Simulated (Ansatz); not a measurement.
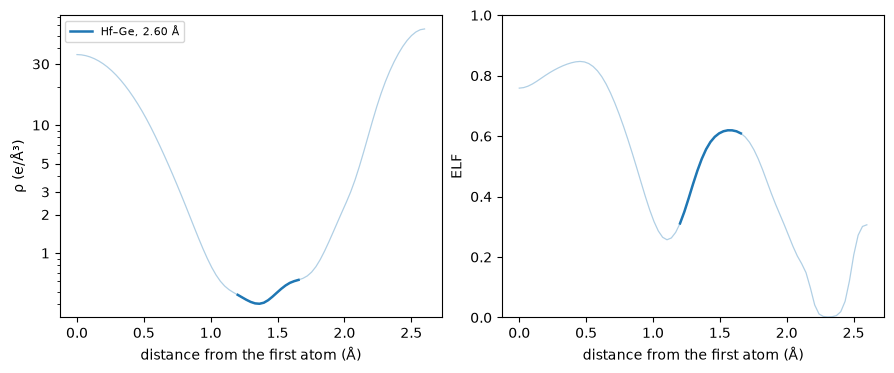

HfGe3. Valence pseudo-density and electron localisation function along straight lines between neighbouring atoms. Thin, pale parts lie inside the atomic spheres.

Space group Pm-3m; a structure generated by program, which may or may not match a known phase.

Method: Ansatz, DFT PBE, scalar-relativistic, plane waves, PAW.

Core electrons are frozen (PAW), and the valence fields are smoothed inside the atomic spheres.

**What can be read from the curves?**

Hf–Ge (2.60 Å): ρ at the midpoint is about 0.41 e/Å³; the ELF is about 0.45 at the midpoint.
